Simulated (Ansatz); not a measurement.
C₃H₆AlNO

The calculation's input:

```
crystal:
  periodic: [false, false, false]
  atoms:
    - {symbol: C, position_ang: [-2.445650, 0.137529, 2.050166]}
    - {symbol: N, position_ang: [-1.457013, 0.136446, 1.296801]}
    - {symbol: Al, position_ang: [-0.085143, 0.102795, 0.228258]}
    - {symbol: C, position_ang: [0.665885, -0.618720, -1.410373]}
    - {symbol: C, position_ang: [1.845695, 0.272833, -0.956575]}
    - {symbol: O, position_ang: [1.436764, 0.897598, 0.281795]}
    - {symbol: H, position_ang: [-3.277220, 0.851130, 1.936066]}
    - {symbol: H, position_ang: [-2.556596, -0.573525, 2.884359]}
    - {symbol: H, position_ang: [0.222110, -0.319116, -2.359687]}
    - {symbol: H, position_ang: [0.901499, -1.682165, -1.448555]}
    - {symbol: H, position_ang: [2.073416, 1.052239, -1.690523]}
    - {symbol: H, position_ang: [2.753352, -0.312142, -0.777731]}
basis:
  gaussian: {orbitals: def2-TZVPP}
hamiltonian: {xc: pbe0, dispersion: d4}
output: {orbitals: {seedname: orbitals}}
```

Command:

```sh
ansatz run in.yaml --threads 4 --pin off --events-out ev --progress --plain --max-ram 10444MiB
```

Geometry: PBE0-D4/def2-TZVP.

All numbers below come from RKS PBE0-D4/def2-TZVPP (Ansatz 0.2.0).

**Predict the electron density and electron localisation function between the atoms.**

C–N (1.24 Å): ρ is about 3 e/Å³ halfway; the ELF peaks at about 0.90 between the atoms; a multiple bond.
C–O (1.45 Å): ρ at the midpoint is about 1.9 e/Å³, with its minimum of 1.7 e/Å³ about 0.5 Å from C; the ELF peaks at about 0.85 between the atoms, as expected for a polar covalent bond.
C–C (1.55 Å): ρ is about 1.6 e/Å³ halfway; the ELF peaks at about 0.95 between the atoms; a shared electron pair.
Al–O (1.72 Å): the density is about 0.91 e/Å³ at the midpoint; the ELF peaks at about 0.85 in the valence shell of O, 0.6 Å from its nucleus, and is about 0.50 at the midpoint.

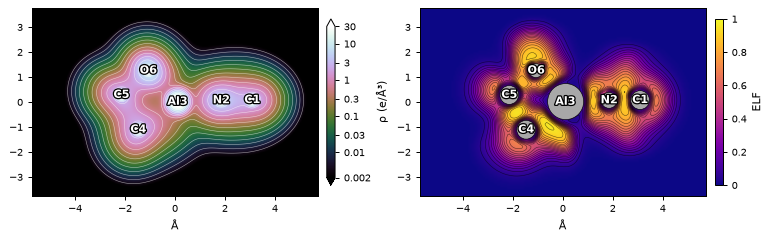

Computed electron density and electron localisation function on the plane of atoms Al3, C4 and C5, in this order. Grey discs cover the atomic cores in the ELF map. 
